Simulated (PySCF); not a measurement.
# Run report: CH10GeOSi2, core-level calculation

The run: core-level calculation of CH10GeOSi2, SMILES [SiH3]C([SiH3])[O][GeH3]. Method and program: delta-SCF UKS SCAN, pcX-2 on the ionised atom, pcseg-1 elsewhere, spin-free X2C (PySCF 2.14.0).

It belongs to a series of runs on one base structure; here: H on C replaced by OGeH3. Figures and captions count atoms from 1; the log counts them from 0 in places.

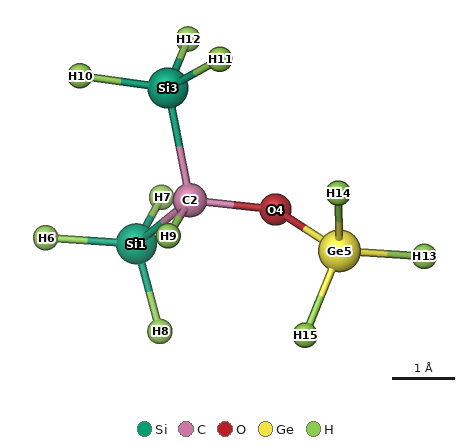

*The structure (ball-and-stick view, seen at a tilt; atoms are numbered from 1 in the order of the input). Sticks mark near contacts.*

Bond lengths as drawn: C–H 1.11 Å, C–O 1.43 Å, C–Si 1.90 Å, Ge–H 1.53 to 1.54 Å, Ge–O 1.79 Å and H–Si 1.49 to 1.50 Å.

Results in brief

| quantity | value |
| --- | --- |
| outcome | converged |
| hardware | 1 CPU thread, shared host |
| wall time | 60 s |
| peak memory | 0.71 GiB |

Input
```
{"job": {"kind": "xps"}, "charge": 0, "multiplicity": 1}
Si    -1.939648    -0.877755     0.036242
C     -0.304511     0.069595     0.230058
Si    -0.386960     1.896864    -0.286903
O      0.645374    -0.594802    -0.605869
Ge     2.267262    -0.995500     0.037373
H     -3.001246    -0.262000     0.893960
H     -2.378348    -0.833677    -1.389532
H     -1.736476    -2.299616     0.447374
H     -0.034632     0.028760     1.307145
H     -1.298268     2.660577     0.622103
H      0.984351     2.488854    -0.217854
H     -0.891068     2.002821    -1.687923
H      2.955180    -1.763831    -1.094754
H      3.008467     0.309941     0.388085
H      2.076746    -1.853583     1.304442
```

The first line tells a small driver script what to run in PySCF; the rest is the geometry in Å.

Launch command:
```bash
OMP_NUM_THREADS=1 python <driver script> task.json out
```

The program's output
```
ground state, core basis on atom 0 (Si), 183 functions
  cycle   1  E = -2793.35036036  |g| = 6.31e-01
  cycle   2  E = -2792.90327796  |g| = 1.56e+00
  cycle   3  E = -2793.43204653  |g| = 1.09e-01
  cycle   4  E = -2793.43427569  |g| = 5.81e-02
  cycle   5  E = -2793.43499054  |g| = 2.06e-02
  cycle   6  E = -2793.43510199  |g| = 3.64e-03
  cycle   7  E = -2793.43511217  |g| = 6.70e-04
  cycle   8  E = -2793.43511254  |g| = 1.52e-04
  E(ground) = -2793.59333864 Eh
hole in Si 1s of atom 0
  cycle   1  E = -2724.51301128  |g| = 4.35e+00
  cycle   2  E = -2724.56949664  |g| = 2.15e+00
  cycle   3  E = -2725.20806183  |g| = 7.96e-01
  cycle   4  E = -2725.48815119  |g| = 4.57e-01
  cycle   5  E = -2725.55724438  |g| = 2.14e-01
  cycle   6  E = -2725.57744710  |g| = 2.70e-02
  cycle   7  E = -2725.57773427  |g| = 1.10e-02
  cycle   8  E = -2725.57779941  |g| = 5.69e-03
  cycle   9  E = -2725.57781394  |g| = 1.69e-03
  cycle  10  E = -2725.57781788  |g| = 2.25e-04
  E(ion) = -2725.74423570 Eh   <S^2> = 0.7525   hole on atom = 1.000   binding energy = 1846.268 eV
hole in Si 2p of atom 0
  cycle   1  E = -2789.17142358  |g| = 1.23e+00
  cycle   2  E = -2789.03672048  |g| = 1.09e+00
  cycle   3  E = -2789.45442824  |g| = 2.85e-01
  cycle   4  E = -2789.48593216  |g| = 1.86e-01
  cycle   5  E = -2789.49826851  |g| = 6.28e-02
  cycle   6  E = -2789.50018436  |g| = 8.76e-03
  cycle   7  E = -2789.50021681  |g| = 4.63e-03
  cycle   8  E = -2789.50022912  |g| = 1.93e-03
  cycle   9  E = -2789.50023323  |g| = 1.70e-04
  E(ion) = -2789.67013023 Eh   <S^2> = 0.7523   hole on atom = 1.002   binding energy = 106.756 eV
  2p3/2 = 106.541 eV   2p1/2 = 107.164 eV
ground state, core basis on atom 1 (C), 172 functions
  cycle   1  E = -2793.34438828  |g| = 6.05e-02
  cycle   2  E = -2793.34443923  |g| = 1.97e-02
  cycle   3  E = -2793.34450625  |g| = 1.46e-02
  cycle   4  E = -2793.34456086  |g| = 6.37e-03
  cycle   5  E = -2793.34457090  |g| = 9.07e-04
  cycle   6  E = -2793.34457099  |g| = 2.27e-04
  E(ground) = -2793.54376142 Eh
hole in C 1s of atom 1
  cycle   1  E = -2782.05178955  |g| = 1.52e+00
  cycle   2  E = -2780.35187760  |g| = 2.37e+00
  cycle   3  E = -2782.56685885  |g| = 3.98e-01
  cycle   4  E = -2782.61400938  |g| = 2.70e-01
  cycle   5  E = -2782.63879840  |g| = 1.28e-01
  cycle   6  E = -2782.64501003  |g| = 1.51e-02
  cycle   7  E = -2782.64514124  |g| = 5.61e-03
  cycle   8  E = -2782.64516663  |g| = 2.32e-03
  cycle   9  E = -2782.64517816  |g| = 1.15e-03
  cycle  10  E = -2782.64517803  |g| = 2.58e-04
  E(ion) = -2782.84324359 Eh   <S^2> = 0.7752   hole on atom = 1.000   binding energy = 291.176 eV
ground state, core basis on atom 3 (O), 172 functions
  cycle   1  E = -2793.37172349  |g| = 1.01e-01
  cycle   2  E = -2793.37019780  |g| = 1.01e-01
  cycle   3  E = -2793.37124325  |g| = 6.87e-02
  cycle   4  E = -2793.37211147  |g| = 4.01e-03
  cycle   5  E = -2793.37211742  |g| = 5.52e-04
  cycle   6  E = -2793.37211504  |g| = 9.27e-05
  E(ground) = -2793.56955845 Eh
hole in O 1s of atom 3
  cycle   1  E = -2772.76484538  |g| = 2.24e+00
  cycle   2  E = -2771.83402689  |g| = 2.44e+00
  cycle   3  E = -2773.49055957  |g| = 5.41e-01
  cycle   4  E = -2773.57325701  |g| = 2.82e-01
  cycle   5  E = -2773.61589816  |g| = 8.93e-02
  cycle   6  E = -2773.61936441  |g| = 1.41e-02
  cycle   7  E = -2773.61948279  |g| = 3.28e-03
  cycle   8  E = -2773.61949368  |g| = 8.36e-04
  cycle   9  E = -2773.61949523  |g| = 2.49e-04
  E(ion) = -2773.81766512 Eh   <S^2> = 0.7638   hole on atom = 1.000   binding energy = 537.476 eV
```

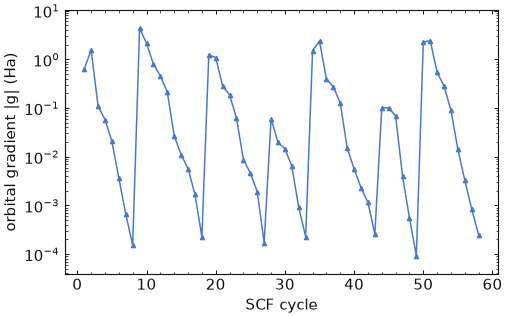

*Convergence of the self-consistent field: orbital gradient |g| against the SCF cycle.*

All cycles printed in the log are drawn one after another.
